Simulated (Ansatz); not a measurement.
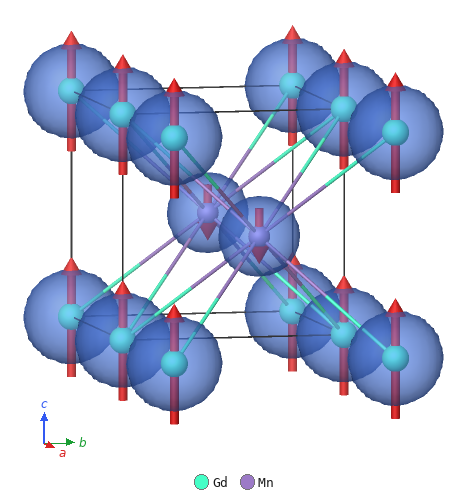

Figure. GdMn. Isosurface of the size of the magnetisation density at 0.8 e/Å³ (blue), with the spin moments of the magnetic sites as arrows; seen slightly off an axis.

Space group Pm-3m; started from the CsCl prototype, which need not be the ambient phase; Hubbard U of 6 eV on Gd f only.

Level of theory: DFT PBE+U, spin-orbit coupling, plane waves, PAW in Ansatz 0.2.0.

The density is the valence pseudo-density of a PAW calculation; it isn't the true density close to the nuclei.

**Describe the magnetic structure.**

Spin moments: Gd 6.9 μB and Mn 3.2 μB. They are collinear, partly opposed, with a net moment (ferrimagnetic), along [0 0 1] of the cell.
